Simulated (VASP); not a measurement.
Band structure of ZrO$_{2}$ (relaxed from the CdCl2 structure, space group Fm-3m). These are r2SCAN meta-GGA, VASP's PBE PAW potentials (set 64) (plane waves; VASP) values and carry that method's errors.

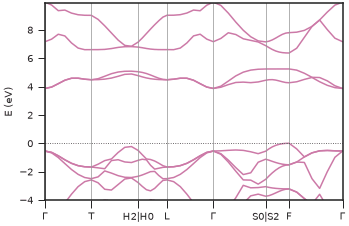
Fig. 1. Bands along high-symmetry lines, zero at the valence-band maximum or, without a gap, the Fermi level

**Question.** Read the plot: is there a gap, and where are the band edges?

**Answer.** The gap is indirect, 3.87 eV, from the valence maximum at F to the conduction minimum at Γ.

The structure was generated: ZrO2 was put into the CdCl2 type (R-3m), which need not be its known phase. It was relaxed first, which changed the volume by -15 %. The relaxed cell has space group Fm-3m.
